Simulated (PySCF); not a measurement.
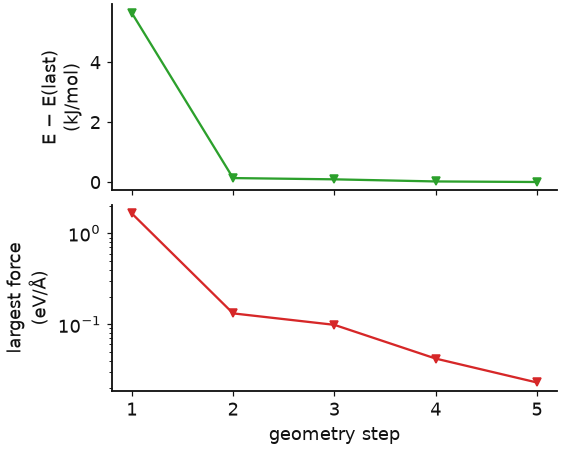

History of a geometry optimisation.

The run: C5H7N (SMILES C/C=C/CC#N), by PySCF, PBE0-D3(BJ)/def2-SVP, geometry optimisation.

Question: How did the optimisation end?

Answer: The optimisation met its thresholds at geometry 5, counting the start as the first. The energy fell by about 5.6 kJ/mol from the first step to the last. The largest force goes from about 1.7 eV/Å at the start to 0.023 eV/Å at the end.
